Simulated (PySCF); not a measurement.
# C$_{6}$H$_{11}$ClSi (SMILES CCCC1=C[SiH2][C@H]1Cl): what the fields show

```xyz
19

C     2.0462    1.0130   -0.4358
C     1.7289    0.1164    0.7543
C     0.8043   -1.0434    0.3622
C    -0.5282   -0.5704   -0.0935
C    -1.1486   -0.6929   -1.2787
Si   -2.7457    0.1469   -0.7439
C    -1.5119    0.1878    0.7578
Cl   -1.9854   -0.7150    2.2316
H     2.5520    0.4459   -1.2148
H     1.1321    1.4281   -0.8560
H     2.6924    1.8345   -0.1343
H     1.2555    0.7037    1.5435
H     2.6561   -0.2956    1.1589
H     1.2712   -1.6355   -0.4285
H     0.6602   -1.6849    1.2366
H    -0.7448   -1.1505   -2.1673
H    -3.0809    1.4581   -1.2958
H    -3.9189   -0.6867   -0.5171
H    -1.1443    1.1496    1.1133
```

Geometry: GFN2-xTB.

These are results of PBE0/pcSseg-1, SCF density, gas phase, non-relativistic in PySCF, not measurements.

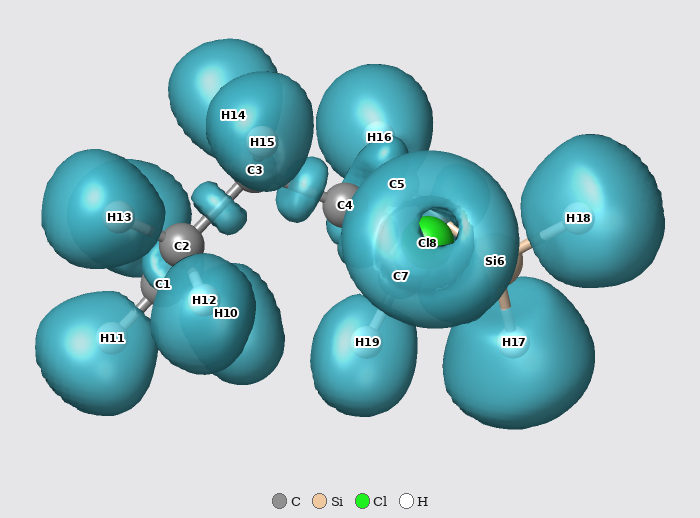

Figure 1. Isosurface of the ELF at 0.8 (cyan), seen from one side. Only the valence region is drawn (cores and ρ < 0.01 e/Å³ removed).

Question: Describe the localisation domains.

Answer: At this value the surface marks out five regions between bonded C–C atoms (shared pairs), one region between bonded C–Cl atoms (shared pairs), two regions between bonded C–Si atoms (shared pairs), eleven regions around hydrogen nuclei and one ring or bowl of non-bonding electrons around Cl. Profiles from the grid: C–C (1.34 Å): the ELF peaks at about 0.90 between the atoms: a short, multiple covalent bond. C–Cl (1.79 Å): the ELF peaks at about 0.85 between the atoms: a shared electron pair.

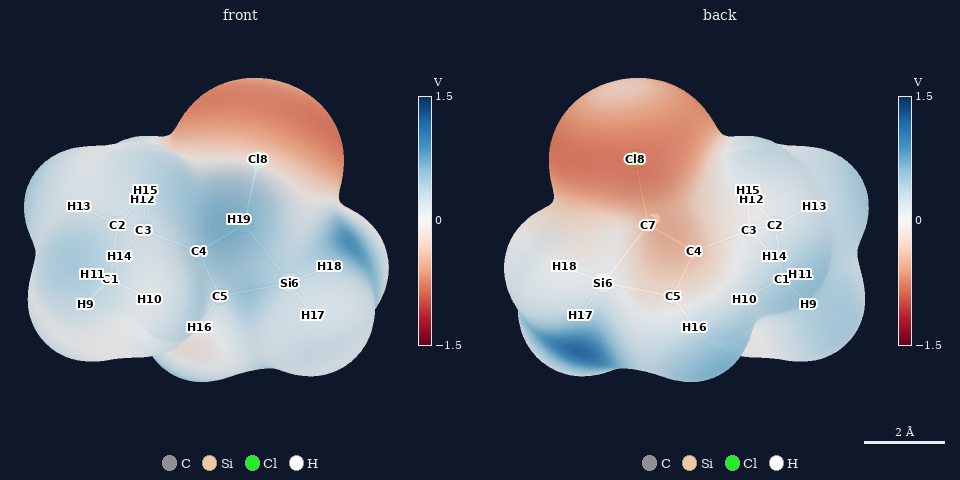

Figure 2. The electrostatic potential painted on the density surface at 0.001 e/bohr³, seen from the front and from behind; red is negative and blue positive.

Question: Describe the electrostatic potential map.

Answer: The most negative region (about −0.8 V, or −18 kcal/mol for a unit charge) lies over Cl8, the most positive (about +1.1 V, or +25 kcal/mol for a unit charge) over Si6.

Question: What dipole moment does the calculation give?

Answer: Its dipole moment is 2.16 D.

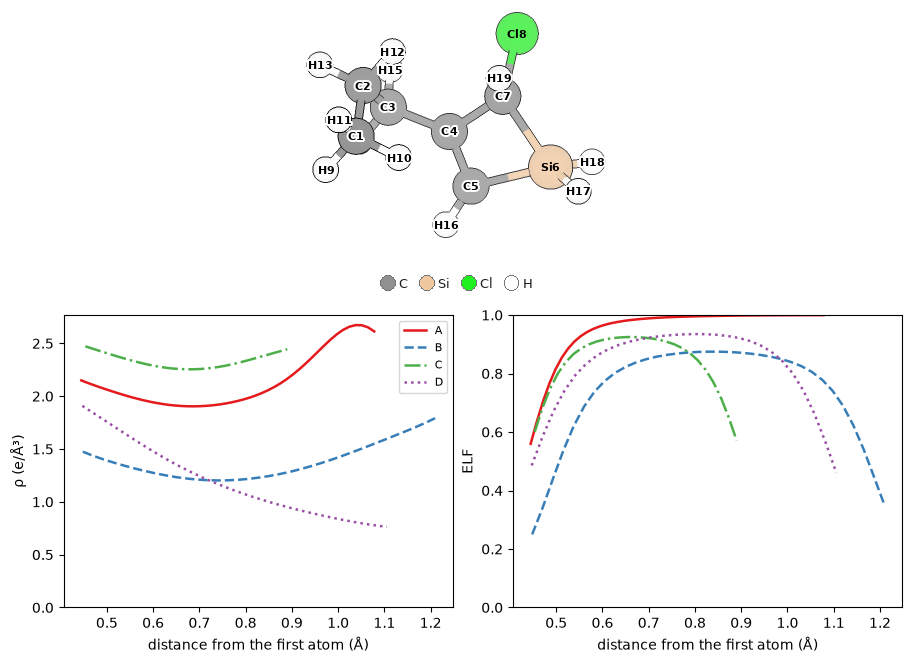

Figure 3. Total electron density and ELF along straight lines between neighbouring atoms. The curves leave out the atomic cores. The structure is drawn too.

Question: Which curve belongs to which contact (C–C, C–Cl, C–H and C–Si)? The first atom named is at distance zero.

Answer: Curve A: C–H (1.08 Å): the density is about 2 e/Å³ at the midpoint; the ELF climbs to about 1 towards the hydrogen, as it does in any bond to H; an ordinary covalent bond to hydrogen. Curve B: C–Cl (1.79 Å): the density is about 1.3 e/Å³ at the midpoint; the ELF peaks at about 0.85 between the atoms, as expected for localised, covalent bonding. Curve C: C–C (1.34 Å): the density is about 2.3 e/Å³ at the midpoint; the ELF peaks at about 0.90 between the atoms (a short, multiple covalent bond). Curve D: C–Si (1.88 Å): ρ is about 0.9 e/Å³ halfway; the ELF peaks at about 0.95 between the atoms; a covalent bond.
